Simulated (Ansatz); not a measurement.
A series of calculations on SiH₂I

### Relaxation

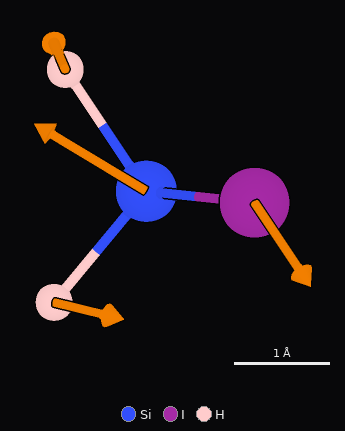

This is a relaxation of SiH2I (multiplicity 2) (coarse preliminary run). The starting structure is drawn; orange arrows show the displacements, 30 times their true length. The two geometries are superimposed by the best rigid fit.

Style: ball-and-stick. Shown from a free direction.

Level of theory: UKS PBE-D4/def2-SVP in Ansatz 0.2.0.

Input file:
```yaml
crystal:
  periodic: [false, false, false]
  atoms:
    - {symbol: Si, position_ang: [-0.132200, -0.310300, -0.408500]}
    - {symbol: I, position_ang: [1.821300, -0.328500, 0.985300]}
    - {symbol: H, position_ang: [-1.401100, -0.523000, 0.418800]}
    - {symbol: H, position_ang: [-0.232400, 1.101500, -1.015900]}
basis:
  gaussian: {orbitals: def2-SVP}
magnetization: {spin_polarized: true, initial_magnetization: 1}
hamiltonian: {xc: pbe, dispersion: d4}
relax: {f_tol: 0.03, max_steps: 250}
```

What happened in the run?

The optimiser took 3 steps. The atom that moves furthest after the best rigid fit is Si1 (0.048 Å). Largest moves by element: Si 0.048 Å, I 0.044 Å, H 0.034 Å. Near-neighbour distances that change, for instance: Si1–I2 2.400 → 2.461 Å, Si1–H4 1.540 → 1.511 Å, Si1–H3 1.530 → 1.510 Å. Among the angles between lasting bonds that change: H3–Si1–H4 106.7° → 110.1°, I2–Si1–H3 111.1° → 108.6°. The run took of the order of 11 core-seconds on a shared host.

### A change

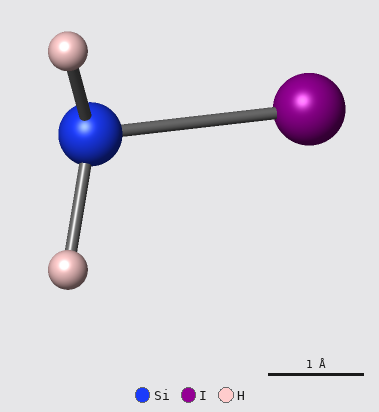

Reference structure: SiH2I (multiplicity 2). A ball-and-stick model, seen at a tilt.

The calculation used UKS PBE0-D4/def2-TZVPP (Ansatz 0.2.0). 

The variant: All atoms are moved at random (σ = 0.12 Å) from the PBE0-D4/def2-TZVP minimum.

What does the calculation give for the changed structure?

Energy change: +11.4 kcal/mol. The largest force is 3.1 eV/Å, on the Si atom. The forces point partly back along the displacements (cosine −0.67). At other levels of theory the same distortion costs 10.4 kcal/mol (UKS PBE-D4/def2-TZVPP), 11.4 kcal/mol (UKS r2SCAN-D4/def2-TZVPP), 12.0 kcal/mol (UKS wB97M-V/def2-TZVPP), 11.9 kcal/mol (UHF-CCSD(T), frozen core/def2-TZVPP). Some distances before and after: H–Si 1.488 → 1.444 to 1.756 Å, I–Si 2.431 → 2.370 Å. Among the angles between lasting bonds that change: I–Si–H 109.0° → 105.7°.

The changed structure in the same view:

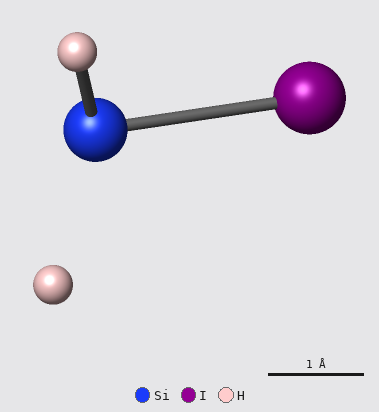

### Distortion

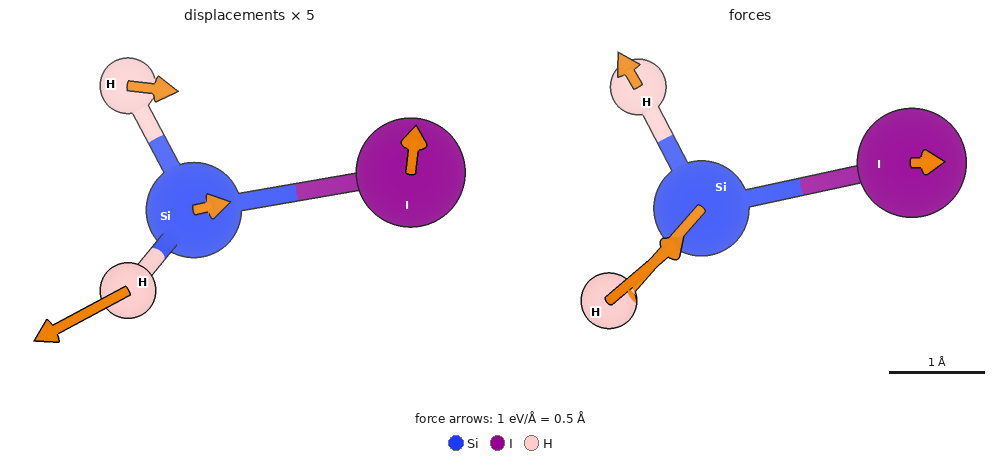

Left: SiH2I (multiplicity 2), with orange arrows for the displacements applied to it. Right: the displaced structure with the computed forces. A ball-and-stick model, seen at a tilt.

All numbers below come from UKS PBE0-D4/def2-TZVPP in Ansatz. 

### How do the forces relate to the distortion?

All atoms are moved at random (σ = 0.12 Å) from the PBE0-D4/def2-TZVP minimum. Energy change: +47.6 kJ/mol. The largest force is 3.1 eV/Å, on the Si atom. The forces point partly back along the displacements (cosine −0.67). At other levels of theory the same distortion costs 43.6 kJ/mol (UKS PBE-D4/def2-TZVPP), 47.7 kJ/mol (UKS r2SCAN-D4/def2-TZVPP), 50.1 kJ/mol (UKS wB97M-V/def2-TZVPP), 49.9 kJ/mol (UHF-CCSD(T), frozen core/def2-TZVPP). Near-neighbour distances before and after: H–Si 1.488 → 1.444 to 1.756 Å, I–Si 2.431 → 2.370 Å. Among the angles between lasting bonds that change: I–Si–H 109.0° → 105.7°.

### Distortion

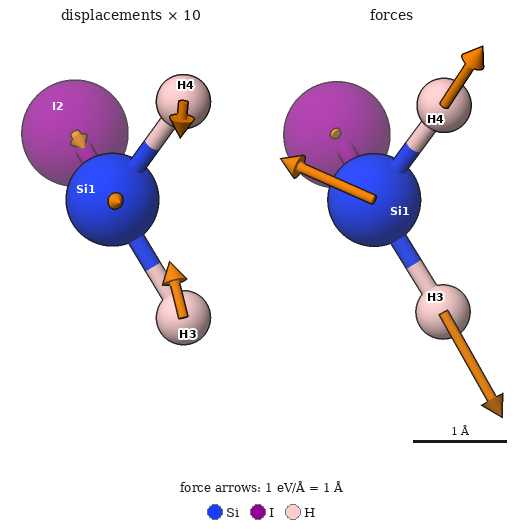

Left: SiH2I (multiplicity 2), with orange arrows for the displacements applied to it. Right: the displaced structure with the computed forces. Style: ball-and-stick. Shown from a free direction.

All numbers below come from Ansatz, UKS r2SCAN-D4/def2-TZVPP. 

Question: Describe the distortion and the response.

Answer: All atoms are moved at random (σ = 0.04 Å) from the PBE0-D4/def2-TZVP minimum. The energy rises by 0.063 eV. The largest force is 1.3 eV/Å, on H3. The forces mostly point back along the displacements (cosine −0.81). At other levels of theory the same distortion costs 0.085 eV (UKS PBE-D4/def2-TZVPP), 0.066 eV (UKS PBE0-D4/def2-TZVPP), 0.047 eV (UKS wB97M-V/def2-TZVPP), 0.054 eV (UHF-CCSD(T), frozen core/def2-TZVPP). Among the bonded contacts that change: Si1–H3 1.488 → 1.421 Å, Si1–H4 1.488 → 1.440 Å.
